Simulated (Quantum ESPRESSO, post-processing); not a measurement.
# Ti(0001), stepped through the number of layers, part 2 of 2

Wanted: a table for Ti(0001) against the number of layers, and what can be fitted to it.

Quantum ESPRESSO 7.5; plane-wave DFT, PBE, GBRV ultrasoft pseudopotentials.

So far. Step 7 (Self-consistent run, 5 layers): Inside the slab this potential holds the local part of the pseudopotentials, which can be repulsive at the nuclei; only its value in the vacuum has a meaning of its own. Step 8 (Relaxation with pw.x, 12 layers): The relaxation lowers the energy by 8 meV an atom. On the free atoms the largest force ends at 0.020 eV/Å.

## Step 9: Ground state, 12 layers

File m6.esm.in:

```
&control
  prefix = 'm6.esm'
  outdir = './out'
  pseudo_dir = './pseudo'
  calculation = 'scf'
  tprnfor = .true.
/
&system
  ibrav = 0
  nat = 12
  ntyp = 1
  ecutwfc = 40
  ecutrho = 200
  occupations = 'smearing'
  smearing = 'mv'
  degauss = 0.02
  assume_isolated = 'esm'
  esm_bc = 'bc1'
/
&electrons
  conv_thr = 1e-08
  mixing_beta = 0.25
  electron_maxstep = 160
  mixing_mode = 'local-TF'
  mixing_ndim = 12
/
ATOMIC_SPECIES
  Ti  47.8670  ti_pbe_v1.4.uspp.F.UPF
CELL_PARAMETERS angstrom
  2.93894489200000 0.00000000000000 0.00000000000000
  1.46947244600000 2.54520093679451 0.00000000000000
  0.00000000000000 0.00000000000000 41.42135887628083
ATOMIC_POSITIONS crystal
  Ti  0.666666666700 0.666666666700 -0.306671720600
  Ti  0.000000000000 0.000000000000 -0.254335023000
  Ti  0.666666666700 0.666666666700 -0.196288545800
  Ti  0.000000000000 0.000000000000 -0.140206104100
  Ti  0.666666666700 0.666666666700 -0.084123662500
  Ti  0.000000000000 0.000000000000 -0.028041220800
  Ti  0.666666666700 0.666666666700 0.028041220800
  Ti  0.000000000000 0.000000000000 0.084123662500
  Ti  0.666666666700 0.666666666700 0.140206104100
  Ti  0.000000000000 0.000000000000 0.196288545800
  Ti  0.666666666700 0.666666666700 0.254335023000
  Ti  0.000000000000 0.000000000000 0.306671720600
K_POINTS automatic
  12 12 1 0 0 0
```

On the command line:

```sh
$ OMP_NUM_THREADS=1 mpirun -n 4 pw.x -nk 4 -in m6.esm.in > m6.esm.out
```

The job ended after 17 min (4 MPI ranks of Arm Neoverse N1, shared host; peak memory 1.1 GiB; 68 min of CPU time).

Read from the output:

| Item | Value |
| --- | --- |
| free energy | -19468.0282 eV |
| Fermi energy | -4.423 eV |
| vacuum line at the lower end of the cell, over the Fermi level | 4.423 eV |
| vacuum line at the upper end of the cell, over the Fermi level | 4.423 eV |

Inside the slab this potential holds the local part of the pseudopotentials, which can be repulsive at the nuclei; only its value in the vacuum has a meaning of its own.

## Step 10: Relaxation with pw.x, 14 layers

System of this step: Ti(0001), 14 layers. The cell holds 14 atoms: 14 Ti. Cell: a = 2.939 Å, b = 2.939 Å, c = 46.067 Å, α = 90.0°, β = 90.0°, γ = 60.0°. It derives from Ti. Vacuum lies along c.

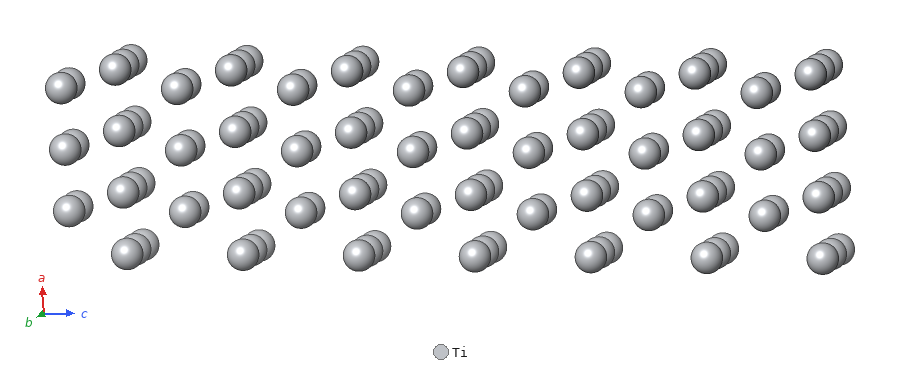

The cell of this step (titanium light grey). 3×2×1 cells are drawn. Some periodic images of atoms are drawn too.

File m7.relax.in:

```
&control
  prefix = 'm7.relax'
  outdir = './out'
  pseudo_dir = './pseudo'
  nstep = 40
  forc_conv_thr = 0.001
  calculation = 'relax'
/
&system
  ibrav = 0
  nat = 14
  ntyp = 1
  ecutwfc = 40
  ecutrho = 200
  occupations = 'smearing'
  smearing = 'mv'
  degauss = 0.02
/
&electrons
  conv_thr = 1e-08
  mixing_beta = 0.4
  electron_maxstep = 120
  mixing_mode = 'local-TF'
/
&ions
/
ATOMIC_SPECIES
  Ti  47.8670  ti_pbe_v1.4.uspp.F.UPF
CELL_PARAMETERS angstrom
  2.93894489200000 0.00000000000000 0.00000000000000
  1.46947244600000 2.54520093679451 0.00000000000000
  0.00000000000000 0.00000000000000 46.06738076028082
ATOMIC_POSITIONS crystal
  Ti  0.666666666700 0.666666666700 0.172228573151
  Ti  0.000000000000 0.000000000000 0.222654946512
  Ti  0.666666666700 0.666666666700 0.273081319874 0 0 0
  Ti  0.000000000000 0.000000000000 0.323507693235 0 0 0
  Ti  0.666666666700 0.666666666700 0.373934066596 0 0 0
  Ti  0.000000000000 0.000000000000 0.424360439958 0 0 0
  Ti  0.666666666700 0.666666666700 0.474786813319 0 0 0
  Ti  0.000000000000 0.000000000000 0.525213186681 0 0 0
  Ti  0.666666666700 0.666666666700 0.575639560042 0 0 0
  Ti  0.000000000000 0.000000000000 0.626065933404 0 0 0
  Ti  0.666666666700 0.666666666700 0.676492306765 0 0 0
  Ti  0.000000000000 0.000000000000 0.726918680126 0 0 0
  Ti  0.666666666700 0.666666666700 0.777345053488
  Ti  0.000000000000 0.000000000000 0.827771426849
K_POINTS automatic
  12 12 1 0 0 0
```

On the command line:

```sh
$ OMP_NUM_THREADS=1 mpirun -n 4 pw.x -nk 4 -in m7.relax.in > m7.relax.out
```

Elapsed: 62 min, on 4 MPI ranks; peak memory 1.3 GiB.

The steps of the relaxation:

| step | energy less that of the first step (eV) | largest force (eV/Å) |
| --- | --- | --- |
| 1 | 0.0000 | 0.5965 |
| 2 | -0.0239 | 0.5282 |
| 3 | -0.0471 | 0.4438 |
| 4 | -0.0747 | 0.2977 |
| 5 | -0.0952 | 0.0664 |
| 6 | -0.0957 | 0.0288 |
| 7 | -0.0958 | 0.0223 |

The atoms that moved most (Å):

| atom | dx | dy | dz | length |
| --- | --- | --- | --- | --- |
| Ti2 | 0.000 | 0.000 | -0.081 | 0.081 |
| Ti13 | 0.000 | 0.000 | 0.081 | 0.081 |
| Ti14 | 0.000 | 0.000 | -0.074 | 0.074 |
| Ti1 | 0.000 | 0.000 | 0.074 | 0.074 |

The relaxation lowers the energy by 7 meV an atom. On the free atoms the largest force ends at 0.022 eV/Å.

Numbers from this step:

| Property | Result |
| --- | --- |
| free energy | -22713.0057 eV |
| Fermi energy | 8.222 eV |

## Step 11: Self-consistent run, 14 layers

File m7.esm.in:

```
&control
  prefix = 'm7.esm'
  outdir = './out'
  pseudo_dir = './pseudo'
  calculation = 'scf'
  tprnfor = .true.
/
&system
  ibrav = 0
  nat = 14
  ntyp = 1
  ecutwfc = 40
  ecutrho = 200
  occupations = 'smearing'
  smearing = 'mv'
  degauss = 0.02
  assume_isolated = 'esm'
  esm_bc = 'bc1'
/
&electrons
  conv_thr = 1e-08
  mixing_beta = 0.25
  electron_maxstep = 160
  mixing_mode = 'local-TF'
  mixing_ndim = 12
/
ATOMIC_SPECIES
  Ti  47.8670  ti_pbe_v1.4.uspp.F.UPF
CELL_PARAMETERS angstrom
  2.93894489200000 0.00000000000000 0.00000000000000
  1.46947244600000 2.54520093679451 0.00000000000000
  0.00000000000000 0.00000000000000 46.06738076028082
ATOMIC_POSITIONS crystal
  Ti  0.666666666700 0.666666666700 -0.326166578000
  Ti  0.000000000000 0.000000000000 -0.279098776600
  Ti  0.666666666700 0.666666666700 -0.226918680100
  Ti  0.000000000000 0.000000000000 -0.176492306800
  Ti  0.666666666700 0.666666666700 -0.126065933400
  Ti  0.000000000000 0.000000000000 -0.075639560000
  Ti  0.666666666700 0.666666666700 -0.025213186700
  Ti  0.000000000000 0.000000000000 0.025213186700
  Ti  0.666666666700 0.666666666700 0.075639560000
  Ti  0.000000000000 0.000000000000 0.126065933400
  Ti  0.666666666700 0.666666666700 0.176492306800
  Ti  0.000000000000 0.000000000000 0.226918680100
  Ti  0.666666666700 0.666666666700 0.279098776600
  Ti  0.000000000000 0.000000000000 0.326166578000
K_POINTS automatic
  12 12 1 0 0 0
```

On the command line:

```sh
$ OMP_NUM_THREADS=1 mpirun -n 4 pw.x -nk 4 -in m7.esm.in > m7.esm.out
```

Elapsed: 30 min, on 4 MPI ranks; peak memory 1.2 GiB; 1.9 h of CPU time.

Read from the output:

```
free energy                                                    : -22713.0054 eV
Fermi energy                                                   : -4.424 eV
vacuum line at the lower end of the cell, over the Fermi level : 4.424 eV
vacuum line at the upper end of the cell, over the Fermi level : 4.424 eV
```

Inside the slab this potential holds the local part of the pseudopotentials, which can be repulsive at the nuclei; only its value in the vacuum has a meaning of its own.

## Step 12: The series side by side

The series in one table:

| the number of layers | energy (eV) | work function (eV) |
| --- | --- | --- |
| 4 layers | -6488.1312 | 4.423 |
| 5 layers | -8110.6084 | 4.435 |
| 6 layers | -9733.0935 | 4.42 |
| 7 layers | -11355.5861 | 4.423 |
| 8 layers | -12978.0729 | 4.424 |
| 10 layers | -16223.0510 | 4.424 |
| 12 layers | -19468.0282 | 4.423 |
| 14 layers | -22713.0054 | 4.424 |

## Step 13: By hand

γ = intercept/(2A) = 1.8363 eV / (2 × 7.480 Å²) × 16.02 = 1.97 J/m².

## Step 14: Results

* surface energy from the intercept: 1.97 J/m²
* work function at 14 layers: 4.42 eV

The series holds 8 members; surface energy from the intercept: 1.97 J/m²; work function at 14 layers: 4.42 eV (PBE, GBRV ultrasoft). A line through the energies of all but the thinnest slab has a slope of -1622.4887 eV a layer and leaves residuals that spread over 4 meV, worth 0.00 J/m². The bulk run gives -1622.4887 eV a layer, -0.0 meV from that slope; used for the thickest slab it would give 1.97 J/m². The work function spans 4.42 to 4.43 eV and over the last three members 0.00 eV. Unreconstructed faces. One mesh, so part of the swing with thickness is sampling.

Computed beside measured:

```
                                                                     quantity  measured   PBE, 14 layers
work function, loosely compared (polycrystalline sample, no single face) (eV)      4.33  4.42 (+0.09 eV)
```

Measured values from arxiv:1902.07811 (2019).

Verdict: The work function, set beside that of the polycrystal, is off by +0.09 eV. A polycrystal averages over faces, so this is a loose comparison.

[Logs are printed without paths, hosts, clocks, repeated set-up lines and the standing remarks that a program may print on its own settings, such as how far it seeks lower states.]

[Hosts, paths, dates, database ids (printed as entryN), source tags and the programs' standing remarks are cut or masked in the printed files.]

[Maps of the electrostatic potential energy from Ansatz leave out the sawtooth potential of an applied field or a dipole correction, so their vacuum need not be flat; planar profiles and work functions include it.]
